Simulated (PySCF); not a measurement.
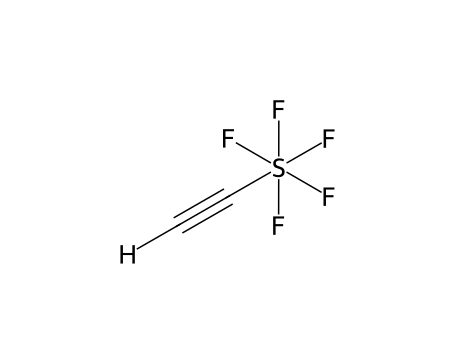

The computed structure is the end point of a PBE0-D3(BJ)/def2-SVP optimisation. No frequency run is at hand to confirm it as a minimum. Method: PBE0/def2-SVP, gas phase (PySCF 2.14.0).

Estimate the dipole moment.

Answer. 2.70 D.

Estimate the LUMO energy (Kohn–Sham orbital).

Answer. −1.14 eV.

What is the HOMO energy (Kohn–Sham orbital)?

Answer. −9.45 eV.
